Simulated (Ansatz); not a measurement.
# The potential step between two gates: graphene under 1T-SiO2, AA'

Two oppositely charged gates put a neutral stack in a displacement field D. The voltage between them is D/ε₀ times an electrical distance, shorter than the real one because the stack screens.

How it was computed: Ansatz 0.2.0, plane waves with PAW datasets (its set soft_2), LDA; isolated slab, charged sheets 6 Å from the outer atoms behind model barriers, atoms held. Voltages count from the uncharged case.

```tsv
run	D/ε₀ (V/nm)	step in an electron's potential, upper less lower gate (eV)
run 1	−1.810	−2.226
run 2	0.000	0.000
run 3	0.905	1.113
run 4	1.810	2.226
run 5	2.714	3.339
run 6	3.619	?
```

Q: Estimate the withheld value from the rows shown.

A least-squares line through the 5 rows shown has slope 1.2300 and intercept 0.0001; no row lies more than 0.001 eV off it. The size of the slope, 1.230 nm, is the electrical distance; the sheets are 1.713 nm apart, and screening reaches beyond the outer atoms. At 3.619 it gives 1.2300 × 3.619 + 0.0001 = 4.451 eV, beyond the rows fitted. Rounding and scatter of the rows alone allow about ±0.001 eV there.

The run itself gives 4.451 eV: a miss of 0.000 eV, or 0.0 % of the value. Screening stays linear to within 1 % over this range.

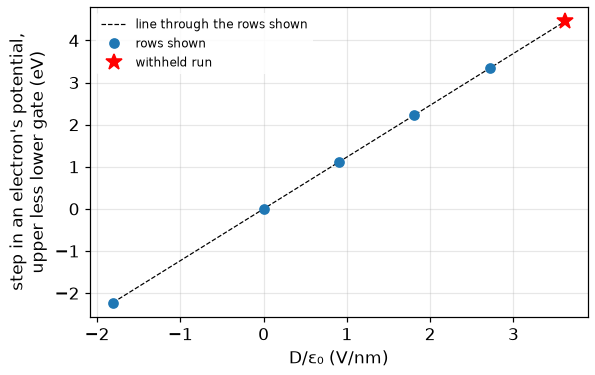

The fit and the withheld run.

**Limits.** The gates are model sheets, not atoms.

[Logs are printed without paths, hosts, clocks, repeated set-up lines and the standing remarks that a program may print on its own settings, such as how far it seeks lower states.]
